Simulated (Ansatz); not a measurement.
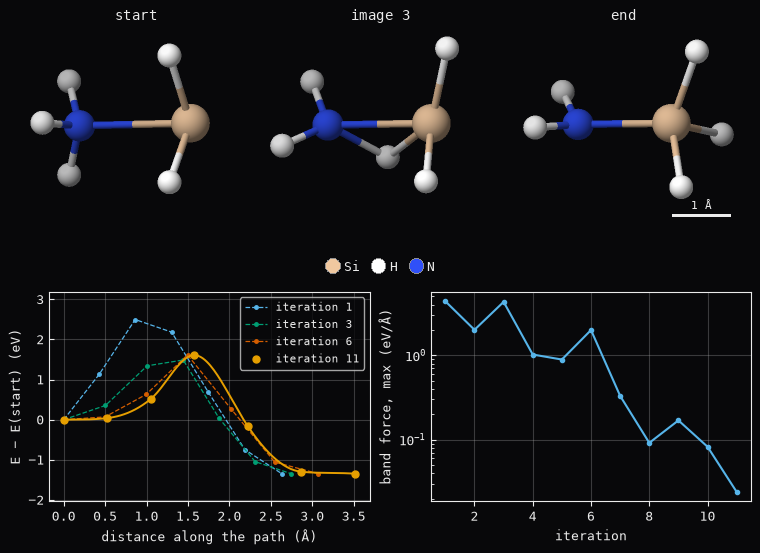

A search for the minimum-energy path of SiNH5 by the nudged elastic band. Images are numbered from 0 (start) to 6 (end). The plot follows the band through its iterations. Style: ball-and-stick. Shown from a free direction.

These are results of Ansatz 0.2.0, RKS PBE0-D4/def2-SVP, not measurements. Settings: 5 movable images; climbing image.

> How did the profile develop, and is the result final?

The run is converged, with reservations. The band converged in 11 iterations. The largest component of the band force went from 4.4 to 0.024 eV/Å. The climbing image converged on the top of the path. Its curvatures weren't checked. The largest force component is 0.25 eV/Å at the start and 0.25 eV/Å at the end; an end with forces this large is no minimum, and the barrier measured from it can be far off. The first iteration put the highest image at 2.50 eV. Forward barrier 1.61 eV, backward barrier 2.96 eV, with image 3 at the top; the reaction energy is −1.35 eV.
